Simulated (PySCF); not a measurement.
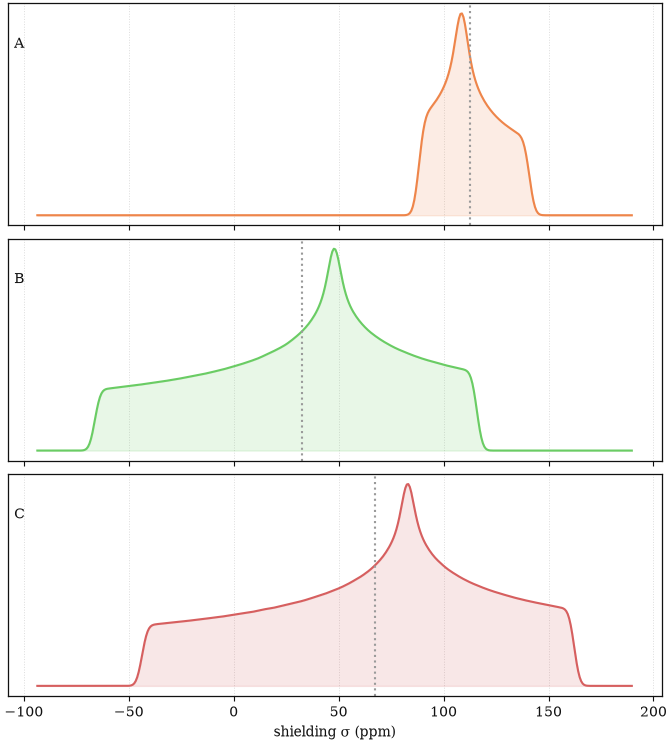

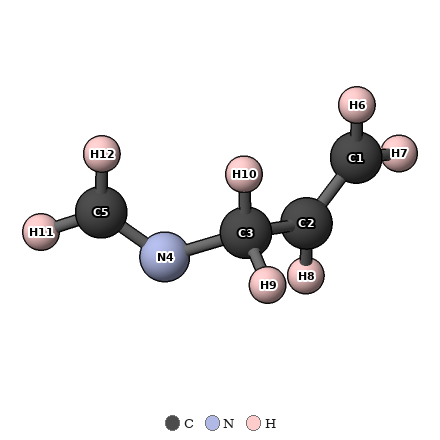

Static powder patterns (¹³C) from GIAO shielding tensors of C₄H₇N, SMILES C=CCN=C, PBE0/pcSseg-1 with PySCF, at a GFN2-xTB geometry (no frequency check); absolute shielding, one fixed geometry of the isolated molecule without any motion, no dipolar terms. The dotted line is the isotropic value; skew is 3(σiso − σ22)/span.

### The panels belong to C1, C3 and C5. Which is which?

panel A: C3, σ11, σ22, σ33 = 88, 108, 141 ppm, isotropic 113, span 53 ppm, skew 0.23; panel B: C5, σ11, σ22, σ33 = −66, 48, 116 ppm, isotropic 33, span 182 ppm, skew −0.25; panel C: C1, σ11, σ22, σ33 = −44, 83, 162 ppm, isotropic 67, span 206 ppm, skew −0.23.

Known limits of this run: the tight-binding geometry is rougher than a DFT one and adds to the error; one conformer of a flexible molecule.
